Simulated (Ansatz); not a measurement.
```csv
atom,x (Å),y (Å),z (Å)
B,-0.4168,3.3558,0.0223
Si,-0.3626,1.5409,-0.4834
H,-0.7410,3.6836,1.1521
H,-0.3695,4.2428,-0.8144
H,0.3364,1.0939,-1.7493
H,-0.0936,0.4467,0.5271
```

Geometry: B3LYP-D3(BJ)/def2-SVPD; the highest occupied orbital lies above zero, a sign that basis and functional describe the outermost electron poorly.

These are results of isolated molecule in a Gaussian basis; Kohn-Sham density functional theory, functional PBE0 (Ansatz 0.2.0), not measurements.

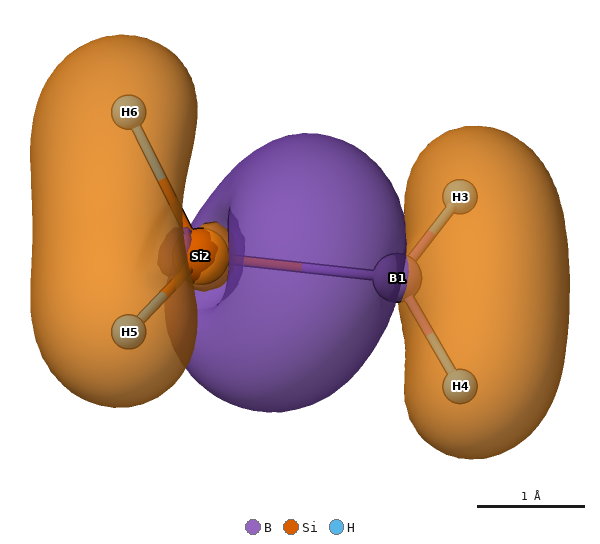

BH4Si (charge −1). The HOMO−1 at ±0.1 Å⁻³ᐟ² (orange and purple are the two phases), seen at a tilt.

Question: Where does this orbital lie, and at what energy?

Answer: By Hirshfeld shares it lies mainly on Si2 (about 35 %), B1 (about 35 %), H3 (about 5 %), H4 (about 5 %), H5 (about 5 %) and H6 (about 5 %). Its energy is −2.83 eV.
